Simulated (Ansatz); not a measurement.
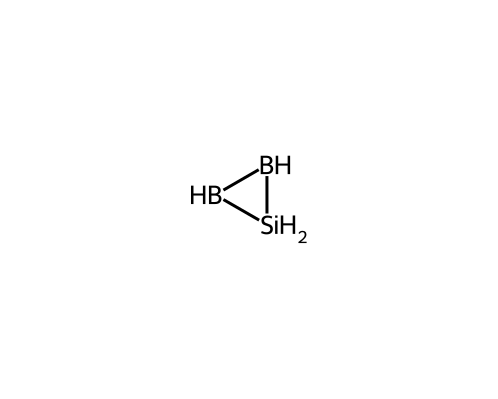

2D structure.

> Transcribe the drawing into SMILES.

B1B[SiH2]1

> What is the molecular formula?

B2H4Si.

> An optimisation with PBE0-D4/def2-TZVP gave a structure of which point group?

C2v.

The parts below concern this one geometry. Atoms keep their numbers from picture to picture. Computed geometry: PBE0-D4/def2-TZVP optimisation.

**Geometry**

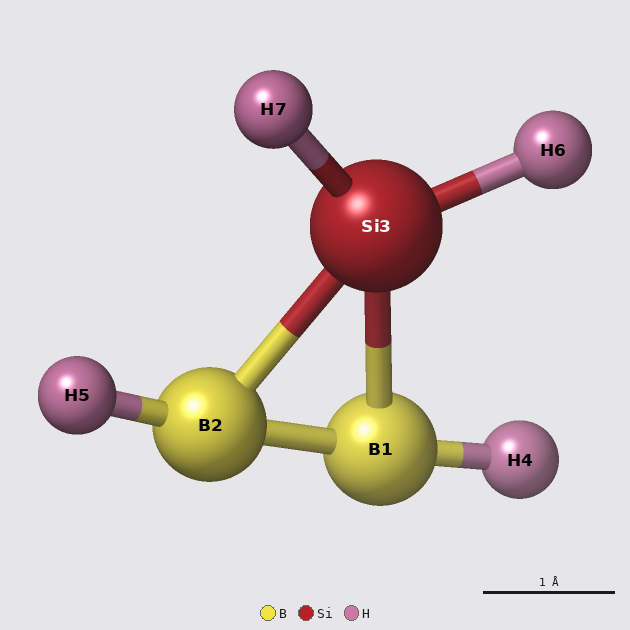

Numbered structure.

Which atoms are bonded, and how long are the bonds?

| bond | length (Å) | order |
| --- | --- | --- |
| B1–B2 | 1.479 | single |
| B1–Si3 | 2.024 | single |
| B1–H4 | 1.180 | single |
| B2–Si3 | 2.028 | single |
| B2–H5 | 1.180 | single |
| Si3–H6 | 1.483 | single |
| Si3–H7 | 1.483 | single |

**Thermal motion**

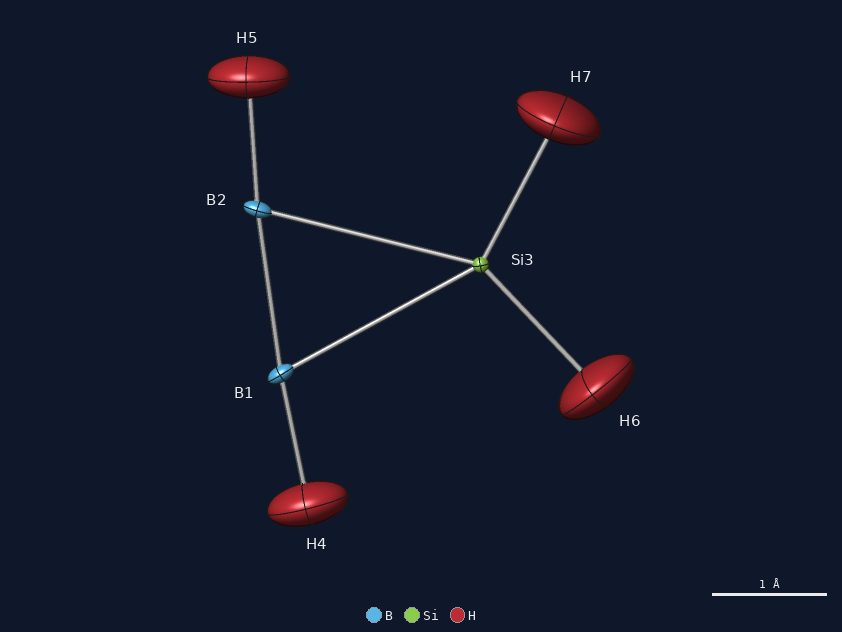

Displacement ellipsoids at the 50 % level, enlarged 1.5 times, from the internal vibrations of the free molecule (harmonic, no overall translation or rotation; no half-axis is drawn under 0.075 Å). Vibrations computed with RKS PBE0-D4/def2-TZVP (Ansatz 0.2.0). Temperature: 0 K (zero-point motion alone).

List U_eq and the three principal root-mean-square amplitudes for each kind of atom.

```
  atom  U_eq (Å²)   rms amplitudes (Å)
B1, B2     0.0020  0.027, 0.046, 0.057
   Si3    0.00037  0.013, 0.021, 0.023
H4, H5     0.0179  0.081, 0.150, 0.158
H6, H7     0.0301  0.087, 0.171, 0.231
```

**Electronic properties**

Level of theory: RKS BLYP-D4/def2-TZVPP (Ansatz 0.2.0).

What does the calculation give?

- HOMO energy (Kohn–Sham orbital): −5.95 eV
- LUMO energy (Kohn–Sham orbital): −2.56 eV
- HOMO–LUMO gap: 3.39 eV
- dispersion correction: −24.6 kJ/mol

**Dipole moment**

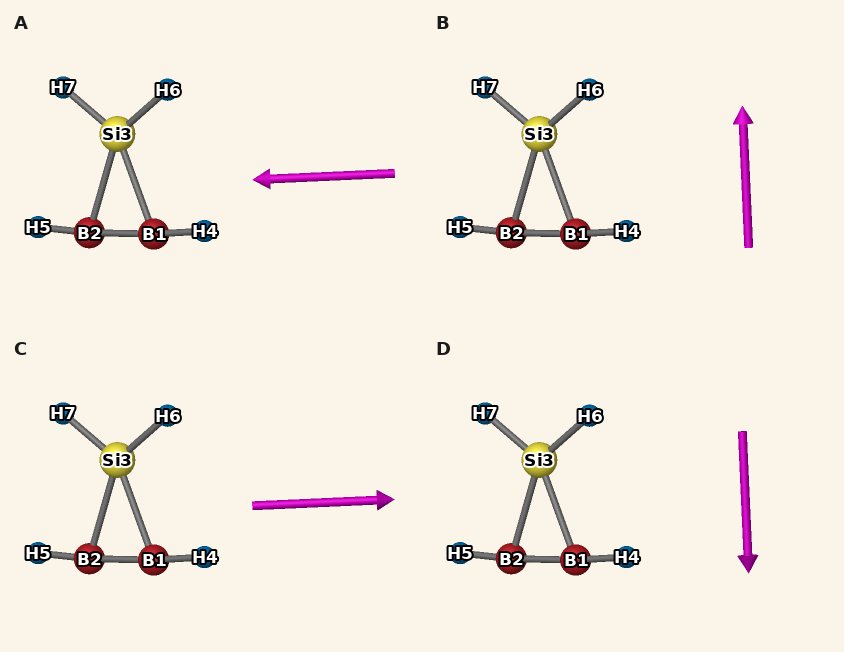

The same molecule four times, each with an arrow. Level of theory: RKS r2SCAN-D4/def2-TZVPP (Ansatz 0.2.0).

> Which arrow points along the dipole moment, from the negative to the positive end?

B. The dipole moment is 1.57 D; it points from the side of B1, B2, H4, H5 to the side of H6, H7 (the outermost atoms at the two ends).
